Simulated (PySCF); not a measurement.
# [Cu(CN)2]-: NMR shifts, electronic excitations and spin-spin couplings at several levels of theory

Aim: compute the NMR shifts, electronic excitations and spin-spin couplings of [Cu(CN)2]- (`N#[C][Cu-][C]#N`) at several levels, and see how far they spread and what each costs.

Computed with PySCF 2.14.0, with density-fitted response routines of our own, on a single molecule in the gas phase. Atoms count from 0, in the outputs and in this text.

### 1 Starting geometry

5 atoms, charge -1, multiplicity 1; geometry from: GFN2-xTB.

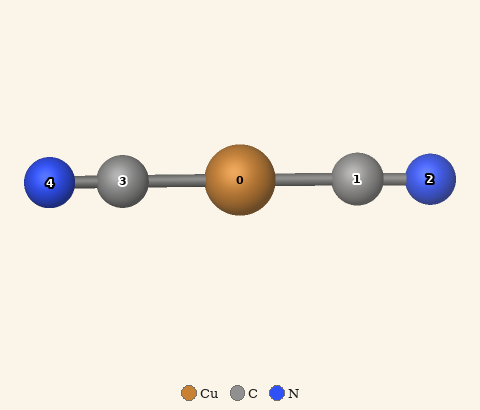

As it starts; copper orange, carbon grey, nitrogen blue, atoms numbered.

### 2 Geometry optimisation at PBE0-D3(BJ)/def2-SVP

Job settings and geometry (Å):

```
{"job": {"xc": "PBE0", "basis": "def2-SVP", "d3": "d3bj", "grid": 1, "maxiter": 40, "kind": "geom"}, "charge": -1, "multiplicity": 1}
Cu     0.005520     0.005700    -0.000390
C      0.005960     0.010730     1.869250
N     -0.006440     0.012090     3.030000
C     -0.000160    -0.007840    -1.869040
N     -0.004870    -0.020700    -3.029820
```

What it wrote:

```text
step   0  E = -1825.48929078  max force = 0.017144
step   1  E = -1825.48964264  max force = 0.001489
step   2  E = -1825.48965407  max force = 0.000671
step   3  E = -1825.48965557  max force = 0.000156
optimisation converged
```

It took 10 s on 1 thread, shared host.

Relaxation path:

```
step  energy from step 0 (eV)  largest force component (eV/Å)
   0                   0.0000                          0.8816
   1                  -0.0096                          0.0766
   2                  -0.0099                          0.0345
   3                  -0.0099                          0.0080
```

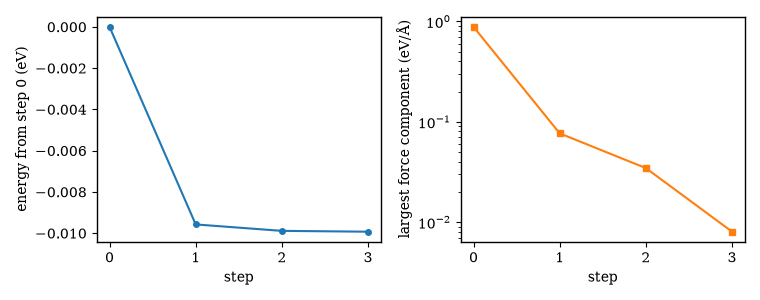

Energy and largest force along the relaxation.

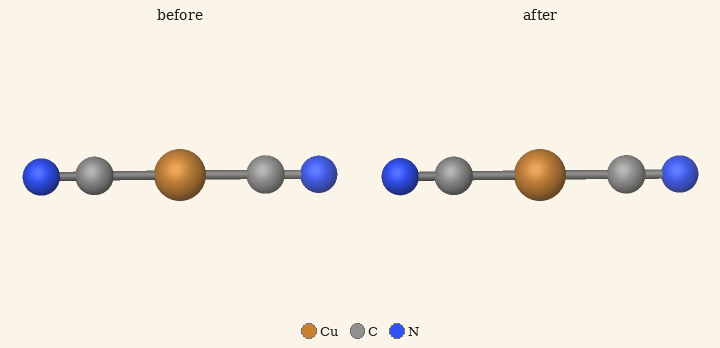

Before and after, at one scale.

Distances of close pairs at the start and the end, largest changes first:

```
  bond  before (Å)  after (Å)  change (Å)
Cu0–C3       1.869      1.885      +0.016
Cu0–C1       1.870      1.885      +0.016
 C1–N2       1.161      1.168      +0.007
 C3–N4       1.161      1.168      +0.007
```

The end geometry stands in the next job.

```
                         at the end point         value
  point group (found at 0.08 Å tolerance)           D∞h
rotational constants (GHz, main isotopes)  1.459, 1.459
```

### 3 Shielding tensors: PBE0/pcSseg-2+pcSseg-1

Job settings and geometry (Å):

```
{"job": {"kind": "nmr", "xc": "PBE0", "basis": {"default": "pcSseg-1", "Cu": "pcSseg-2"}}, "charge": -1, "multiplicity": 1}
Cu     0.002922     0.002185    -0.000026
C      0.003279     0.010841     1.885188
N     -0.003038     0.014920     3.053015
C     -0.000107    -0.009175    -1.885184
N     -0.003047    -0.018792    -3.052993
```

Method: GIAO PBE0/pcSseg-1 Cu:pcSseg-2 NMR shielding, non-relativistic, gas phase.

What it wrote:

```text
coarse grid: 28040 points
cycle   1  E = -1823.7695906557  dE =  1.872e+00  |g| = 5.027e+00  |ddm| = 2.548e+00
cycle   2  E = -1813.4058398561  dE =  1.036e+01  |g| = 1.089e+01  |ddm| = 5.994e+00
cycle   3  E = -1825.1484830232  dE = -1.174e+01  |g| = 2.710e+00  |ddm| = 5.477e+00
cycle   4  E = -1824.5984419651  dE =  5.500e-01  |g| = 2.292e+00  |ddm| = 2.426e+00
cycle   5  E = -1825.8895227952  dE = -1.291e+00  |g| = 2.127e-01  |ddm| = 1.711e+00
cycle   6  E = -1825.8985518830  dE = -9.029e-03  |g| = 1.232e-01  |ddm| = 2.864e-01
cycle   7  E = -1825.9012714381  dE = -2.720e-03  |g| = 1.973e-02  |ddm| = 7.779e-02
cycle   8  E = -1825.9013169779  dE = -4.554e-05  |g| = 4.300e-03  |ddm| = 1.338e-02
cycle   9  E = -1825.9013192793  dE = -2.301e-06  |g| = 6.001e-04  |ddm| = 2.339e-03
final grid: 57440 points
cycle  10  E = -1825.9013418630  dE =  3.538e-07  |g| = 1.601e-03  |ddm| = 1.353e-03
cycle  11  E = -1825.9013390254  dE =  2.838e-06  |g| = 4.745e-03  |ddm| = 3.055e-03
cycle  12  E = -1825.9013422645  dE = -3.239e-06  |g| = 6.881e-04  |ddm| = 2.102e-03
cycle  13  E = -1825.9013423226  dE = -5.811e-08  |g| = 3.877e-05  |ddm| = 2.773e-04
cycle  14  E = -1825.9013423228  dE = -1.951e-10  |g| = 2.013e-05  |ddm| = 3.668e-05
converged SCF energy = -1825.9013423228

GIAO shielding tensors (ppm)
atom      isotropic    diamagn.    paramagn.     s11        s22        s33       span
  0 Cu    1218.752    2406.818   -1188.066    620.428    620.429   2415.399   1794.971
  1 C       37.864     250.928    -213.063    -87.526    -87.526    288.645    376.171
  2 N      -70.428     344.732    -415.161   -278.109   -278.107    344.930    623.039
  3 C       37.864     250.927    -213.063    -87.527    -87.527    288.646    376.173
  4 N      -70.427     344.733    -415.160   -278.106   -278.106    344.931    623.037
```

It took 10 s on 1 thread, shared host.

Shifts follow as δ = σ(reference) − σ, with reference shieldings (ppm) from runs at the same level and on the same kind of geometry: 13C TMS 184.4, 15N NH3 265.7. The references are single molecules in the gas phase, so shifts against H2O, NH3, PH3, H3PO4 or CFCl3 are not on the usual liquid scales and can be off by tens of ppm. Atoms listed in one row are averaged.

```
 atoms             environment  σ (ppm)  δ (ppm)
C1, C3  carbon bonded to Cu, N     37.9    146.5
   Cu0        Cu bonded to 2 C     1219        –
N2, N4    nitrogen bonded to C    -70.4    336.1
```

The run also stored atomic charges by several schemes (e):

```
 atoms  Mulliken    IAO  Hirshfeld  ESP fit
   Cu0     -0.04   0.47       0.16     0.09
C1, C3     -0.14  -0.36      -0.22    -0.02
N2, N4     -0.33  -0.37      -0.36    -0.52
```

Mulliken charges:

```
atom  value (e)
 Cu0      -0.04
  C1      -0.14
  N2      -0.33
  C3      -0.14
  N4      -0.33
```

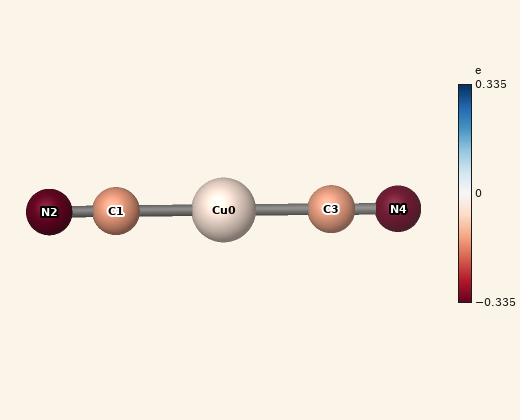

Mulliken charges, as colours on the atoms.

Mayer bond orders: Cu0–C1 0.86, Cu0–C3 0.86, C1–N2 3.01, C3–N4 3.01.

With diffuse functions Mulliken charges and Mayer bond orders lose their meaning; the other schemes are steadier.

### 4 Ultraviolet spectrum: CAM-B3LYP/def2-SVPD

Job settings and geometry (Å):

```
{"job": {"kind": "uv", "xc": "CAM-B3LYP", "basis": "def2-SVPD", "ip": false, "nstates": 15}, "charge": -1, "multiplicity": 1}
Cu     0.002922     0.002185    -0.000026
C      0.003279     0.010841     1.885188
N     -0.003038     0.014920     3.053015
C     -0.000107    -0.009175    -1.885184
N     -0.003047    -0.018792    -3.052993
```

With the program's defaults for keys left out, this is: TDDFT CAM-B3LYP/def2-SVPD, vertical, gas phase, core orbitals frozen in the response.

What it wrote:

```text
coarse grid: 28040 points
cycle   1  E = -1825.3741142447  dE =  3.292e-01  |g| = 2.191e+00  |ddm| = 4.096e+00
cycle   2  E = -1824.3796486173  dE =  9.945e-01  |g| = 2.916e+00  |ddm| = 1.557e+01
cycle   3  E = -1825.9519021218  dE = -1.572e+00  |g| = 4.791e-01  |ddm| = 1.339e+01
cycle   4  E = -1825.9779982705  dE = -2.610e-02  |g| = 3.553e-01  |ddm| = 7.855e-01
cycle   5  E = -1826.0006970596  dE = -2.270e-02  |g| = 1.637e-02  |ddm| = 3.857e-01
cycle   6  E = -1826.0007918644  dE = -9.480e-05  |g| = 7.574e-03  |ddm| = 4.865e-02
cycle   7  E = -1826.0008038687  dE = -1.200e-05  |g| = 4.528e-03  |ddm| = 1.559e-02
cycle   8  E = -1826.0008075401  dE = -3.671e-06  |g| = 5.066e-04  |ddm| = 1.119e-02
final grid: 57440 points
cycle   9  E = -1826.0007938733  dE =  7.603e-08  |g| = 9.549e-04  |ddm| = 4.007e-03
cycle  10  E = -1826.0007932844  dE =  5.889e-07  |g| = 2.289e-03  |ddm| = 5.121e-03
cycle  11  E = -1826.0007940073  dE = -7.229e-07  |g| = 4.068e-05  |ddm| = 3.833e-03
cycle  12  E = -1826.0007940078  dE = -5.016e-10  |g| = 2.332e-05  |ddm| = 1.053e-04
converged SCF energy = -1826.0007940078

Static polarisability (au): isotropic 58.396, principal 44.777 44.778 85.633

Singlet excitations
state   eV       nm        f      main configurations
  1   5.3493    231.8   0.08157   H->L 0.74
  2   5.3493    231.8   0.08157   H->L+1 0.74
  3   5.5371    223.9   0.00000   H-1->L 0.30, H-2->L+1 0.30, H-1->L+1 0.15
  4   5.5525    223.3   0.00000   H-2->L+1 0.34, H-1->L 0.34, H-1->L+1 0.11
  5   5.5525    223.3   0.00000   H-2->L 0.34, H-1->L+1 0.34, H-2->L+1 0.11
  6   5.7036    217.4   0.00000   H-4->L 0.47, H-3->L+1 0.47
  7   5.7036    217.4   0.00000   H-3->L 0.47, H-4->L+1 0.47
  8   5.9608    208.0   0.06499   H-3->L+1 0.38, H-4->L 0.38, H->L 0.13
  9   5.9608    208.0   0.06500   H-4->L+1 0.38, H-3->L 0.38, H->L+1 0.13
 10   6.0280    205.7   0.23953   H-1->L+1 0.28, H-2->L 0.28, H-2->L+1 0.14
 11   6.5372    189.7   0.00000   H->L+2 0.94
 12   6.6548    186.3   0.00000   H-2->L+2 0.61, H-1->L+2 0.26
 13   6.6548    186.3   0.00000   H-1->L+2 0.61, H-2->L+2 0.26
 14   6.8821    180.2   0.00000   H-6->L+1 0.32, H-7->L 0.32
 15   6.8880    180.0   0.00000   H-3->L+2 0.87

Triplet excitations (Tamm-Dancoff, eV): 4.8296 4.8296 5.1781 5.3652
```

It took 10 s on 1 thread, shared host.

Frontier orbitals and where they lie:

```
orbital     eV                       atoms
 HOMO−3  -5.54                    Cu0 99 %
 HOMO−2  -5.08  Cu0 58 %, N4 13 %, N2 13 %
 HOMO−1  -5.08  Cu0 58 %, N4 13 %, N2 13 %
   HOMO  -4.60    Cu0 80 %, C3 8 %, C1 8 %
   LUMO   4.22    Cu0 69 %, C3 9 %, C1 9 %
 LUMO+1   4.22    Cu0 69 %, C3 9 %, C1 9 %
 LUMO+2   4.70    Cu0 87 %, C3 5 %, C1 5 %
```

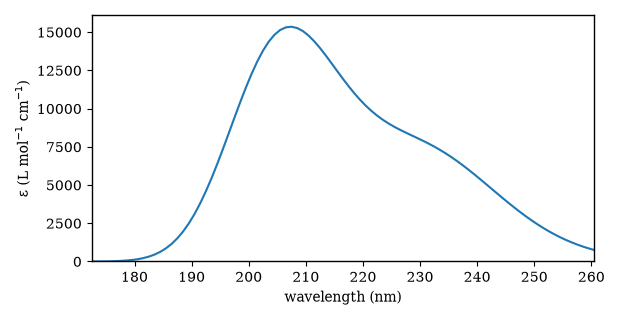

Absorption spectrum: each of the 15 states is a Gaussian band of 0.4 eV half-width at 1/e. Beyond the last state computed it falls off for lack of states.

Ground-state properties from the same run:

```
           property  computed
polarisability (Å³)      8.65
 HOMO–LUMO gap (eV)      8.83
      −ε(HOMO) (eV)      4.60
```

### 5 J couplings: PBE/pcSseg-1+pcJ-1

Job settings and geometry (Å):

```
{"job": {"kind": "j", "xc": "PBE", "basis": "pcJ-1"}, "charge": -1, "multiplicity": 1}
Cu     0.002922     0.002185    -0.000026
C      0.003279     0.010841     1.885188
N     -0.003038     0.014920     3.053015
C     -0.000107    -0.009175    -1.885184
N     -0.003047    -0.018792    -3.052993
```

With the program's defaults for keys left out, this is: PBE/pcJ-1 Cu:pcSseg-1 indirect spin-spin coupling, non-relativistic, gas phase.

What it wrote:

```text
coarse grid: 28040 points
cycle   1  E = -1802.2124609053  dE =  2.326e+01  |g| = 1.187e+01  |ddm| = 4.654e+00
cycle   2  E = -1694.3707875042  dE =  1.078e+02  |g| = 2.719e+01  |ddm| = 2.540e+01
cycle   3  E = -1794.7261567759  dE = -1.004e+02  |g| = 1.507e+01  |ddm| = 1.271e+01
cycle   4  E = -1820.0765494779  dE = -2.535e+01  |g| = 7.551e+00  |ddm| = 9.513e+00
cycle   5  E = -1809.2682666988  dE =  1.081e+01  |g| = 6.016e+00  |ddm| = 6.653e+00
cycle   6  E = -1794.1655241006  dE =  1.510e+01  |g| = 1.187e+01  |ddm| = 1.132e+01
cycle   7  E = -1798.7695040125  dE = -4.604e+00  |g| = 1.221e+01  |ddm| = 2.005e+00
cycle   8  E = -1823.4788498045  dE = -2.471e+01  |g| = 3.071e+00  |ddm| = 6.025e+00
cycle   9  E = -1809.7830160267  dE =  1.370e+01  |g| = 1.043e+01  |ddm| = 4.392e+00
cycle  10  E = -1825.6680535798  dE = -1.589e+01  |g| = 6.718e-01  |ddm| = 4.409e+00
cycle  11  E = -1825.7184941957  dE = -5.044e-02  |g| = 3.584e-01  |ddm| = 6.838e-01
cycle  12  E = -1825.7299681341  dE = -1.147e-02  |g| = 7.216e-02  |ddm| = 1.977e-01
cycle  13  E = -1825.7307193583  dE = -7.512e-04  |g| = 4.277e-02  |ddm| = 8.727e-02
cycle  14  E = -1825.7310023789  dE = -2.830e-04  |g| = 2.505e-02  |ddm| = 4.125e-02
cycle  15  E = -1825.7310671160  dE = -6.474e-05  |g| = 4.193e-03  |ddm| = 1.308e-02
cycle  16  E = -1825.7310644961  dE =  2.620e-06  |g| = 4.926e-03  |ddm| = 3.956e-03
cycle  17  E = -1825.7310697645  dE = -5.268e-06  |g| = 2.352e-04  |ddm| = 2.726e-03
final grid: 57440 points
cycle  18  E = -1825.7310967735  dE =  1.302e-07  |g| = 1.205e-03  |ddm| = 7.725e-04
cycle  19  E = -1825.7310938449  dE =  2.929e-06  |g| = 5.797e-03  |ddm| = 3.115e-03
cycle  20  E = -1825.7310969054  dE = -3.061e-06  |g| = 2.218e-04  |ddm| = 2.490e-03
cycle  21  E = -1825.7310969141  dE = -8.735e-09  |g| = 8.362e-05  |ddm| = 1.213e-04
cycle  22  E = -1825.7310969151  dE = -1.017e-09  |g| = 6.238e-06  |ddm| = 5.248e-05
cycle  23  E = -1825.7310969152  dE = -8.185e-12  |g| = 8.100e-07  |ddm| = 5.805e-06
converged SCF energy = -1825.7310969152

Indirect spin-spin couplings (Hz)
  i      j    bonds     total        FC       PSO       DSO        SD
  1 C    2 N    1     -6.181    -4.839     3.311    -0.016    -4.637
  1 C    3 C    2     26.171    26.074     0.231    -0.227     0.093
  1 C    4 N    3     -0.396    -0.423    -0.051     0.053     0.025
  2 N    3 C    3     -0.396    -0.423    -0.051     0.053     0.025
  3 C    4 N    1     -6.181    -4.839     3.311    -0.016    -4.637
```

Run time: 14 s. Hardware: 1 thread, shared host.

Couplings of 1 Hz or more, nine at most for each number of bonds, with means over like pairs (isotopes 13C, 15N):

```
 pair  bonds  J (Hz)  Fermi contact (Hz)
C1–N2      1    -6.2                -4.8
C1–C3      2    26.2                26.1
```

The response was solved for the nuclei of C, N alone, so couplings that need other nuclei can be missing.

Quadrupole couplings from the field gradients of the same density:

```
atom  isotope  eQq/h (MHz)     η
 Cu0     63Cu         52.3  0.00
  N2      14N       -4.450  0.00
  N4      14N       -4.450  0.00
```

### 6 NMR shieldings: B3LYP/pcSseg-2+pcSseg-1

Job settings and geometry (Å):

```
{"job": {"kind": "nmr", "xc": "B3LYP", "basis": {"default": "pcSseg-1", "Cu": "pcSseg-2"}, "pop": false}, "charge": -1, "multiplicity": 1}
Cu     0.002922     0.002185    -0.000026
C      0.003279     0.010841     1.885188
N     -0.003038     0.014920     3.053015
C     -0.000107    -0.009175    -1.885184
N     -0.003047    -0.018792    -3.052993
```

With the program's defaults for keys left out, this is: GIAO B3LYP/pcSseg-1 Cu:pcSseg-2 NMR shielding, non-relativistic, gas phase.

What it wrote:

```text
coarse grid: 28040 points
cycle   1  E = -1823.4223030305  dE =  2.750e+00  |g| = 5.891e+00  |ddm| = 2.692e+00
cycle   2  E = -1805.0129691621  dE =  1.841e+01  |g| = 1.303e+01  |ddm| = 7.404e+00
cycle   3  E = -1824.7814446625  dE = -1.977e+01  |g| = 3.902e+00  |ddm| = 6.951e+00
cycle   4  E = -1822.9022503012  dE =  1.879e+00  |g| = 3.648e+00  |ddm| = 4.874e+00
cycle   5  E = -1826.3986686995  dE = -3.496e+00  |g| = 4.277e-01  |ddm| = 3.980e+00
cycle   6  E = -1826.4221768002  dE = -2.351e-02  |g| = 2.216e-01  |ddm| = 4.769e-01
cycle   7  E = -1826.4317041075  dE = -9.527e-03  |g| = 4.066e-02  |ddm| = 1.651e-01
cycle   8  E = -1826.4318844481  dE = -1.803e-04  |g| = 6.020e-03  |ddm| = 1.858e-02
cycle   9  E = -1826.4318908012  dE = -6.353e-06  |g| = 3.176e-03  |ddm| = 3.957e-03
cycle  10  E = -1826.4318917360  dE = -9.348e-07  |g| = 1.744e-03  |ddm| = 2.215e-03
final grid: 57440 points
cycle  11  E = -1826.4318953292  dE =  3.561e-06  |g| = 5.207e-03  |ddm| = 3.457e-03
cycle  12  E = -1826.4318669007  dE =  2.843e-05  |g| = 1.596e-02  |ddm| = 9.102e-03
cycle  13  E = -1826.4318989325  dE = -3.203e-05  |g| = 1.977e-03  |ddm| = 6.363e-03
cycle  14  E = -1826.4318994744  dE = -5.419e-07  |g| = 1.407e-04  |ddm| = 9.095e-04
cycle  15  E = -1826.4318994766  dE = -2.247e-09  |g| = 9.106e-06  |ddm| = 7.182e-05
cycle  16  E = -1826.4318994766  dE = -1.228e-11  |g| = 5.235e-06  |ddm| = 8.395e-06
converged SCF energy = -1826.4318994766

GIAO shielding tensors (ppm)
atom      isotropic    diamagn.    paramagn.     s11        s22        s33       span
  0 Cu    1177.582    2406.638   -1229.056    558.595    558.596   2415.555   1856.960
  1 C       35.211     250.796    -215.585    -91.550    -91.550    288.734    380.284
  2 N      -72.424     346.115    -418.538   -281.198   -281.196    345.123    626.321
  3 C       35.211     250.795    -215.584    -91.551    -91.551    288.735    380.286
  4 N      -72.423     346.115    -418.538   -281.196   -281.196    345.123    626.319
```

It took 7.4 s on 1 thread, shared host.

In short: σ C1 35.2, Cu0 1178, N2 -72.4 ppm (means over like atoms).

### 7 Shielding tensors: PBE/pcSseg-2+pcSseg-1

Job settings and geometry (Å):

```
{"job": {"kind": "nmr", "xc": "PBE", "basis": {"default": "pcSseg-1", "Cu": "pcSseg-2"}, "pop": false}, "charge": -1, "multiplicity": 1}
Cu     0.002922     0.002185    -0.000026
C      0.003279     0.010841     1.885188
N     -0.003038     0.014920     3.053015
C     -0.000107    -0.009175    -1.885184
N     -0.003047    -0.018792    -3.052993
```

With the program's defaults for keys left out, this is: GIAO PBE/pcSseg-1 Cu:pcSseg-2 NMR shielding, non-relativistic, gas phase.

What it wrote:

```text
coarse grid: 28040 points
cycle   1  E = -1802.2094025972  dE =  2.346e+01  |g| = 1.212e+01  |ddm| = 4.361e+00
cycle   2  E = -1674.3900273656  dE =  1.278e+02  |g| = 3.394e+01  |ddm| = 1.465e+01
cycle   3  E = -1768.5594908328  dE = -9.417e+01  |g| = 2.093e+01  |ddm| = 8.665e+00
cycle   4  E = -1809.1674958921  dE = -4.061e+01  |g| = 1.289e+01  |ddm| = 4.998e+00
cycle   5  E = -1807.7922124658  dE =  1.375e+00  |g| = 9.055e+00  |ddm| = 4.148e+00
cycle   6  E = -1820.5980924100  dE = -1.281e+01  |g| = 5.586e+00  |ddm| = 9.508e+00
cycle   7  E = -1825.0203461224  dE = -4.422e+00  |g| = 2.014e+00  |ddm| = 6.613e+00
cycle   8  E = -1825.9173519279  dE = -8.970e-01  |g| = 2.133e-01  |ddm| = 1.665e+00
cycle   9  E = -1825.9160443163  dE =  1.308e-03  |g| = 2.339e-01  |ddm| = 4.053e-01
cycle  10  E = -1825.9255014433  dE = -9.457e-03  |g| = 1.031e-01  |ddm| = 1.838e-01
cycle  11  E = -1825.9263947781  dE = -8.933e-04  |g| = 1.424e-02  |ddm| = 3.593e-02
cycle  12  E = -1825.9263956647  dE = -8.867e-07  |g| = 1.439e-02  |ddm| = 1.806e-02
cycle  13  E = -1825.9264180718  dE = -2.241e-05  |g| = 7.964e-03  |ddm| = 7.387e-03
cycle  14  E = -1825.9264280522  dE = -9.980e-06  |g| = 3.543e-04  |ddm| = 4.684e-03
final grid: 57440 points
cycle  15  E = -1825.9264522306  dE =  3.887e-07  |g| = 1.752e-03  |ddm| = 1.346e-03
cycle  16  E = -1825.9264437574  dE =  8.473e-06  |g| = 8.871e-03  |ddm| = 4.674e-03
cycle  17  E = -1825.9264525603  dE = -8.803e-06  |g| = 6.473e-04  |ddm| = 3.511e-03
cycle  18  E = -1825.9264526511  dE = -9.079e-08  |g| = 1.482e-04  |ddm| = 3.575e-04
cycle  19  E = -1825.9264526535  dE = -2.447e-09  |g| = 9.303e-06  |ddm| = 9.722e-05
cycle  20  E = -1825.9264526536  dE = -2.183e-11  |g| = 3.739e-06  |ddm| = 9.320e-06
converged SCF energy = -1825.9264526536

GIAO shielding tensors (ppm)
atom      isotropic    diamagn.    paramagn.     s11        s22        s33       span
  0 Cu    1090.785    2405.589   -1314.804    428.583    428.584   2415.188   1986.605
  1 C       41.786     250.451    -208.665    -81.854    -81.853    289.065    370.919
  2 N      -61.955     345.928    -407.883   -265.493   -265.491    345.120    610.613
  3 C       41.786     250.450    -208.664    -81.854    -81.854    289.067    370.921
  4 N      -61.953     345.928    -407.882   -265.491   -265.490    345.121    610.612
```

It took 14 s on 1 thread, shared host.

This run: σ C1 41.8, Cu0 1091, N2 -62.0 ppm (means over like atoms).

### 8 Side by side: NMR shifts

Isotropic shieldings (ppm), means over like atoms, with basis size and wall time:

```
                    run    C1   Cu0     N2  functions   time
 PBE0/pcSseg-2+pcSseg-1  37.9  1219  -70.4        141   10 s
B3LYP/pcSseg-2+pcSseg-1  35.2  1178  -72.4        141  7.4 s
  PBE/pcSseg-2+pcSseg-1  41.8  1091  -62.0        141   14 s
```

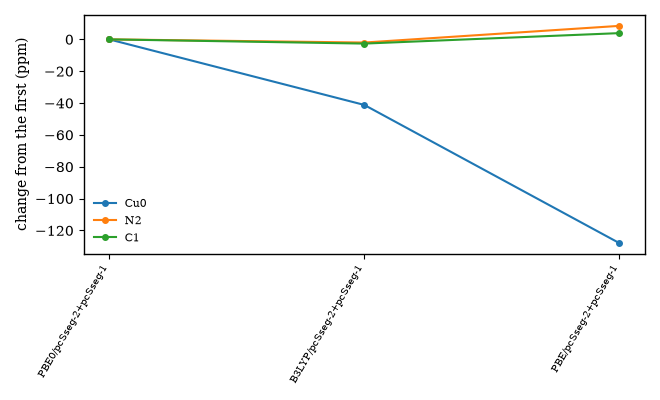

How the tabulated atoms move from run to run.

### 9 Results

```
                                                                        quantity                         value
                                                                     point group                           D∞h
                                            rotational constants (main isotopes)                1.46, 1.46 GHz
13C shifts against TMS (PBE0/pcSseg-2+pcSseg-1, means over atoms taken as alike)                     146.5 ppm
15N shifts against NH3 (PBE0/pcSseg-2+pcSseg-1, means over atoms taken as alike)                     336.1 ppm
                                       shieldings of Cu (PBE0/pcSseg-2+pcSseg-1)                Cu0 1218.8 ppm
                                            lowest singlet (CAM-B3LYP/def2-SVPD)   5.35 eV (232 nm), f = 0.082
                                        brightest single state of those computed  state 10, 6.03 eV, f = 0.240
                                                                  lowest triplet                       4.83 eV
                              largest coupling of the table (PBE/pcSseg-1+pcJ-1)        2J(C,C) C1–C3, 26.2 Hz
                                                   range of the shielding of Cu0              1091 to 1219 ppm
```

**Reading.** Single values in the summary come from the first run of each kind that ended normally (PBE0/pcSseg-2+pcSseg-1; CAM-B3LYP/def2-SVPD; PBE/pcSseg-1+pcJ-1), which need not be the best level. Relaxing lowered the energy by 0.010 eV in 3 steps; the close pair that moved most is Cu0–C3, from 1.869 to 1.885 Å. At PBE0/pcSseg-2+pcSseg-1: The widest tensor belongs to Cu0: span 1795 ppm, with a paramagnetic part of -1188 ppm. The lowest singlet, at 5.35 eV, is HOMO→LUMO 0.74 and is bright; of the 15 states computed, the strongest absorption comes from state 10 at 6.03 eV. The lowest triplet lies 0.52 eV below the lowest singlet (triplets in Tamm-Dancoff, singlets in full TDDFT). The lowest singlet lies above −ε(HOMO); no detachment energy was computed, so the anion's states may not be bound. Of the pairs tabulated at PBE/pcSseg-1+pcJ-1, C1–C3 couples most strongly (26.2 Hz; Fermi contact 26.1 Hz). Across the 3 runs the shielding of Cu0 moves most, between 1091 (PBE/pcSseg-2+pcSseg-1) and 1219 ppm (PBE0/pcSseg-2+pcSseg-1).
